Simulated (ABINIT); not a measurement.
# A GW chain in ABINIT: Tellurium (P3_121, 3 atoms a cell)

How does a plane-wave GW calculation on Tellurium (P3_121, 3 atoms a cell) run from the first input to the gap?

Method: PBE and many-body steps on it, plane waves, in ABINIT 10.8.3.

The database entry behind the starting cell differs from later determinations by our own check (inner coordinate of an old entry), so it need not match the best structure at ambient conditions.

### Step 1. The structure

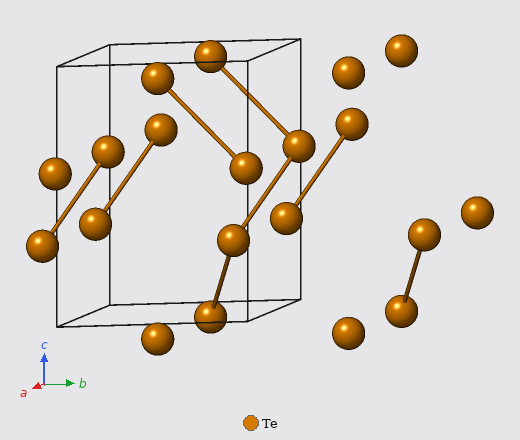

The starting structure, seen slightly off an axis (tellurium orange). 2×2×1 cells are drawn. Bonds to atoms that aren't drawn are left out. Some periodic images of atoms are drawn too.

The cell and positions come from the Crystallography Open Database and are kept as given unless a step says otherwise. Spin-orbit coupling is left out unless a step names it.

### Step 2. Ground state

This step: ABINIT 10.8.3; DFT, PBE, plane waves, norm-conserving pseudopotentials.

The ground-state density comes first.

Contents of run.abi:

```
acell 3*1.0 Angstrom
rprim 
  4.454000000025 -0.000000000006 0.000000000000
  -2.227000000008 3.857277148481 0.000000000000
  0.000000000000 0.000000000000 5.924000000000
ntypat 1
znucl 52
natom 3
typat 1 1 1
xred 
  0.269000000000 0.000000000000 0.333333333333
  0.000000000000 0.269000000000 0.666666666667
  0.731000000000 0.731000000000 -0.000000000000
pp_dirpath "pseudos"
pseudos "Te.upf"
ecut 39
ngkpt 3 3 4
nshiftk 1
shiftk 0 0 0
kptopt 1
chksymbreak 0
nband 41
occopt 1
tolvrs 1e-08
nstep 60
prtwf 0
optforces 0
optstress 0
indata_prefix "in"
outdata_prefix "out"
tmpdata_prefix "tmp"
```

Launch:

```console
> OMP_NUM_THREADS=1 mpirun -n 4 abinit run.abi > log
```

Numbers of over 12 decimals in the logs are rounded to 6 here.

The log of the run:

```text
.Version 10.8.3 of ABINIT. v10.8.2 released Aug 2026.

 Symmetries : space group P3_1 2 1 (#152); Bravais hP (primitive hexag.)
================================================================================
 Values of the parameters that define the memory need of the present run
     intxc =       0    ionmov =       0      iscf =       7    lmnmax =       8
     lnmax =       8     mgfft =      64  mpssoang =       4    mqgrid =    3148
     natom =       3  nloc_mem =       1    nspden =       1   nspinor =       1
    nsppol =       1      nsym =       6    n1xccc =    2501    ntypat =       1
    occopt =       1   xclevel =       2
-    mband =          41        mffmem =           1         mkmem =           3
       mpw =        8010          nfft =      147456          nkpt =          10
================================================================================
  Rough estimation (10% accuracy) of disk space for files :
================================================================================

--------------------------------------------------------------------------------
------------- Echo of variables that govern the present computation ------------
--------------------------------------------------------------------------------
 -outvars: echo values of preprocessed input variables --------
            acell      1.8897261259E+00  1.8897261259E+00  1.8897261259E+00 Bohr

      chksymbreak           0
             ecut      3.90000000E+01 Hartree
-          fftalg         312

              ixc     -101130
              kpt      0.00000000E+00  0.00000000E+00  0.00000000E+00
                       3.33333333E-01  0.00000000E+00  0.00000000E+00
                       3.33333333E-01  3.33333333E-01  0.00000000E+00
                       0.00000000E+00  0.00000000E+00  2.50000000E-01
                       3.33333333E-01  0.00000000E+00  2.50000000E-01
                      -3.33333333E-01  0.00000000E+00  2.50000000E-01
                       3.33333333E-01  3.33333333E-01  2.50000000E-01
                       0.00000000E+00  0.00000000E+00  5.00000000E-01
                       3.33333333E-01  0.00000000E+00  5.00000000E-01
                       3.33333333E-01  3.33333333E-01  5.00000000E-01
         kptrlatt        3    0    0      0    3    0      0    0    4
          kptrlen      2.52505205E+01
P           mkmem           3
            natom           3
            nband          41
            ngfft          48      48      64
             nkpt          10
            nstep          60
             nsym           6
           ntypat           1
              occ      2.000000  2.000000  2.000000  2.000000  2.000000  2.000000
                       2.000000  2.000000  2.000000  2.000000  2.000000  2.000000
                       2.000000  2.000000  2.000000  2.000000  2.000000  2.000000
                       2.000000  2.000000  2.000000  2.000000  2.000000  2.000000
                       2.000000  2.000000  2.000000  2.000000  2.000000  2.000000
                       2.000000  2.000000  2.000000  2.000000  2.000000  2.000000
                       0.000000  0.000000  0.000000  0.000000  0.000000
        optforces           0
        optstress           0
            prtwf           0
            rprim      4.4540000000E+00 -6.0000000000E-12  0.0000000000E+00
                      -2.2270000000E+00  3.8572771485E+00  0.0000000000E+00
[...]
spgroup         152

           tolvrs      1.00000000E-08

             xred      2.6900000000E-01  1.8503717077E-17  3.3333333333E-01
[...]
znucl       52.00000

================================================================================

 chkinp: Checking input parameters for consistency.

================================================================================
== DATASET  1 ==================================================================
-   mpi_nproc: 4, omp_nthreads: 1 (-1 if OMP is not activated)

--- !DatasetInfo
iteration_state: {dtset: 1, }
dimensions: {natom: 3, nkpt: 10, mband: 41, nsppol: 1, nspinor: 1, nspden: 1, mpw: 8010, }
cutoff_energies: {ecut:  39.0, pawecutdg:  -1.0, }
electrons: {nelect:   7.20000000E+01, charge:   0.00000000E+00, occopt:   1.00000000E+00, tsmear:   1.00000000E-02, }

 Real(R)+Recip(G) space primitive vectors, cartesian coordinates (Bohr,Bohr^-1):
 R(1)=  8.4168402  0.0000000  0.0000000  G(1)=  0.1188094  0.0685947  0.0000000
 R(2)= -4.2084201  7.2891974  0.0000000  G(2)=  0.0000000  0.1371893  0.0000000
 R(3)=  0.0000000  0.0000000 11.1947376  G(3)=  0.0000000  0.0000000  0.0893277
 Unit cell volume ucvol=  6.8681965E+02 bohr^3
 Angles (23,13,12)=  9.00000000E+01  9.00000000E+01  1.20000000E+02 degrees

 getcut: wavevector=  0.0000  0.0000  0.0000  ngfft=  48  48  64
         ecut(hartree)=     39.000   => boxcut(ratio)=   2.02859

--- Pseudopotential description ------------------------------------------------
- Te Generated using ONCVPSP code by D. R. Hamann
- 52.00000  24.00000  220131                  znucl, zion, pspdat
12 -101130 3 -1 1294                          pspcod,pspxc,lmax,lloc,mmax
     nproj     2     2     2     2
  pspatm : epsatm=   28.89495404
         --- l  ekb(1:nproj) -->
[...]
pspatm: atomic psp has been read  and splines computed

   6.24131007E+03                                ecore*ucvol(ha*bohr**3)
--------------------------------------------------------------------------------

_setup2: Arith. and geom. avg. npw (full set) are    7987.639    7987.626

================================================================================

--- !BeginCycle
iteration_state: {dtset: 1, }
solver: {iscf: 7, nstep: 60, nline: 4, wfoptalg: 0, }
tolerances: {tolvrs: 1.00E-08, }

     iter   Etot(hartree)      deltaE(h)  residm     vres2
 ETOT  1  -839.08343190695    -8.391E+02 9.747E-01 1.712E+01
 ETOT  2  -841.45445478324    -2.371E+00 1.937E-02 7.743E+00
 ETOT  3  -841.45650271447    -2.048E-03 1.751E-03 2.356E+00
 ETOT  4  -841.45664000663    -1.373E-04 3.909E-04 5.896E-01
 ETOT  5  -841.45678481902    -1.448E-04 3.060E-05 4.314E-03
 ETOT  6  -841.45678500668    -1.877E-07 1.090E-05 6.003E-04
 ETOT  7  -841.45678508897    -8.229E-08 1.102E-06 1.361E-05
 ETOT  8  -841.45678509048    -1.507E-09 5.180E-07 1.320E-06
 ETOT  9  -841.45678509072    -2.358E-10 6.215E-08 1.394E-07
 ETOT 10  -841.45678509072    -2.615E-12 3.190E-08 5.746E-10

 At SCF step   10       vres2   =  5.75E-10 < tolvrs=  1.00E-08 =>converged.

--- !ResultsGS
iteration_state: {dtset: 1, }
comment   : Summary of ground state results
lattice_vectors:
- [  8.4168402,  -0.0000000,   0.0000000, ]
- [ -4.2084201,   7.2891974,   0.0000000, ]
- [  0.0000000,   0.0000000,  11.1947376, ]
lattice_lengths: [   8.41684,    8.41684,   11.19474, ]
lattice_angles: [ 90.000,  90.000, 120.000, ] # degrees, (23, 13, 12)
lattice_volume:   6.8681965E+02
convergence: {deltae: -2.615E-12, res2:  5.746E-10, residm:  3.190E-08, diffor:  0.000E+00, }
etotal    :  -8.41456785E+02
entropy   :   0.00000000E+00
fermie    :   2.51304514E-01
cartesian_stress_tensor: null
pressure_GPa: null
xred      :
- [  2.6900E-01,   1.8504E-17,   3.3333E-01, Te]
- [  4.1791E-18,   2.6900E-01,   6.6667E-01, Te]
- [  7.3100E-01,   7.3100E-01,   9.2519E-18, Te]
cartesian_forces: null
force_length_stats: {min: null, max: null, mean: null, }

 Integrated electronic density in atomic spheres:
 ------------------------------------------------
 Atom  Sphere_radius  Integrated_density
[...]
2        2.00000         19.88490079
    3        2.00000         19.90733743
================================================================================

 ----iterations are completed or convergence reached----

 Mean square residual over all n,k,spin=   10.251E-11; max=  31.895E-09
 reduced coordinates (array xred) for    3 atoms
       0.269000000000      0.000000000000      0.333333333333
       0.000000000000      0.269000000000      0.666666666667
       0.731000000000      0.731000000000      0.000000000000
 rms dE/dt=  0.0000E+00; max dE/dt=  0.0000E+00; dE/dt below (all hartree)
    1       0.000000000000      0.000000000000      0.000000000000
    2       0.000000000000      0.000000000000      0.000000000000
    3       0.000000000000      0.000000000000      0.000000000000

 cartesian coordinates (angstrom) at end:
    1      1.198126    -1.61e-12     1.974667
    2     -0.599063     1.037608     3.949333
    3      1.627937     2.819670     0.000000
 length scales=  1.889726125908  1.889726125908  1.889726125908 bohr
              =  1.000000000000  1.000000000000  1.000000000000 angstroms
 prteigrs : about to open file out_EIG
 Fermi (or HOMO) energy (hartree) =   0.25130   Average Vxc (hartree)=  -0.35721
 Eigenvalues (hartree) for nkpt=  10  k points:
 kpt#   1, nband= 41, wtk=  0.02778, kpt=  0.0000  0.0000  0.0000 (reduced coord)
  -5.63044   -5.63044   -5.63044   -3.79578   -3.79578   -3.79569   -3.79476   -3.79470
  -3.79470   -3.78907   -3.78907   -3.78906   -1.12317   -1.12317   -1.12142   -1.12138
  -1.12138   -1.11863   -1.11651   -1.11641   -1.11641   -1.11560   -1.11536   -1.11536
  -1.11467   -1.11365   -1.11365   -0.24880   -0.12766   -0.12766    0.13905    0.15038
   0.15038    0.18985    0.18985    0.22019    0.28870    0.28870    0.31049    0.43568
   0.43568
 prteigrs : prtvol=0 or 1, do not print more k-points.

--- !EnergyTerms
iteration_state     : {dtset: 1, }
comment             : Components of total free energy in Hartree
kinetic             :  2.83680428112673E+02
hartree             :  2.98008347443389E+02
xc                  : -1.08425684415093E+02
Ewald energy        : -3.96916999249850E+02
psp_core            :  9.08726201339740E+00
local_psp           : -8.84224890416059E+02
non_local_psp       : -4.26652485791754E+01
total_energy        : -8.41456785090719E+02
total_energy_eV     : -2.28972055884050E+04
band_energy         : -1.34797608331637E+02

== END DATASET(S) ==============================================================
================================================================================

 -outvars: echo values of variables after computation  --------
           etotal     -8.4145678509E+02
            nband          41
             nkpt          10
          spgroup         152
 [... the other variables as echoed above ...]

 Calculation completed.
```

The job ended after 42 s (4 MPI ranks of Arm Neoverse V1, shared host; peak memory 0.41 GiB).

Numbers from this step:

```
total energy               : -22897.2056 eV
gap                        : 0.1888 eV
k of the valence top       : 0.3333, 0.3333, 0.5
k of the conduction bottom : 0.3333, 0.3333, 0.5
least direct gap           : 0.1888 eV
```

The gap is direct, at (0.333, 0.333, 0.500).

[end of part 1 of 3]

[Paths, hosts, dates, memory and timing lines, banners, echoed tables and standing remarks are left out of the program output.]

[Logs are printed without paths, hosts, clocks, repeated set-up lines and the standing remarks that a program may print on its own settings, such as how far it seeks lower states.]

[Runs of the session that timed out or met a known fault of the program may be left out.]

[Hosts, paths, dates, database ids (printed as entryN), source tags and the programs' standing remarks are cut or masked in the printed files.]

[G0W0 gaps are taken among the corrected bands and points alone; a level outside them can change the order at an edge.]

[Where Ansatz stands beside ABINIT at settings called matched, ABINIT's density can come from a denser mesh and the files from another edition; pairs whose starting gaps differed by over 0.03 eV were left out, so agreement reads better than it is.]
